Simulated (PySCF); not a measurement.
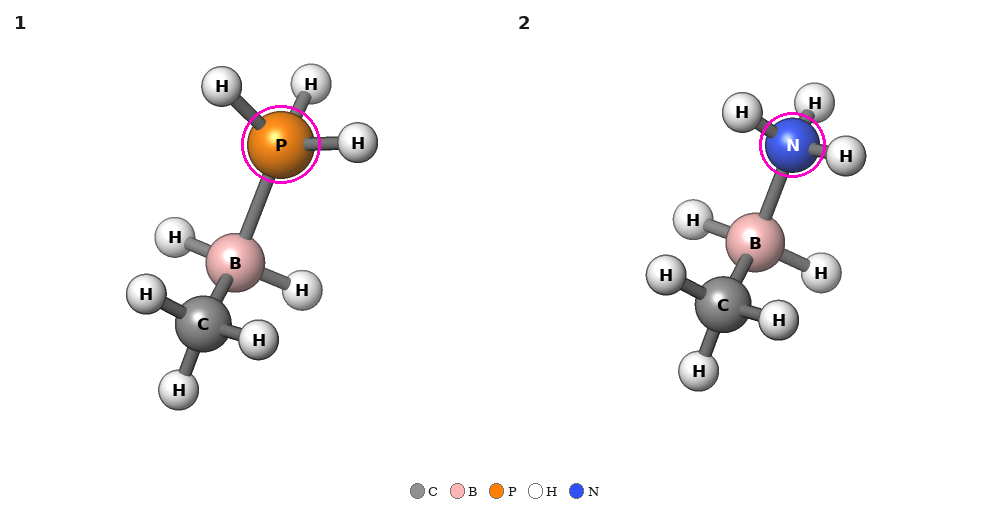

2 molecules with one skeleton, seen from the same side and at one scale; the atom that differs is circled. Each species is neutral and a spin singlet. Computed geometries: PBE0-D3(BJ)/def2-SVP optimisations, one conformation each. Properties computed with PySCF 2.14.0.

One atom differs, called X below: P in panel 1, N in panel 2. Their formulas are CH8BP (`C[BH2-][PH3+]`), CH8BN (`C[BH2-][NH3+]`).

**In which is the mean angle H–X–H larger (PBE0-D3(BJ)/def2-SVP)?**

In panel 2 (X = N).

**In which is the mean length of X–H larger (PBE0-D3(BJ)/def2-SVP)?**

In panel 1 (X = P).

Give the values. With PBE0-D3(BJ)/def2-SVP: length of X–B (Å), mean length of X–H (Å), mean angle H–X–H (°). With PBE0/def2-TZVPD: dipole moment (D), HOMO energy (Kohn–Sham orbital) (eV), HOMO–LUMO gap (eV), mean static polarisability (bohr³), lowest vertical singlet excitation (eV).

| quantity | 1 (P) | 2 (N) | 2 − 1 |
| --- | --- | --- | --- |
| length of X–B (Å) | 1.949 | 1.646 | −0.303 |
| mean length of X–H (Å) | 1.418 | 1.021 | −0.397 |
| mean angle H–X–H (°) | 99.6 | 107.9 | +8.3 |
| dipole moment (D) | 3.69 | 5.03 | +1.34 |
| HOMO energy (Kohn–Sham orbital) (eV) | −8.06 | −7.37 | +0.69 |
| HOMO–LUMO gap (eV) | 7.87 | 6.87 | −1.00 |
| mean static polarisability (bohr³) | 61.3 | 44.9 | −16.4 |
| lowest vertical singlet excitation (eV) | 6.81 | 5.77 | −1.04 |
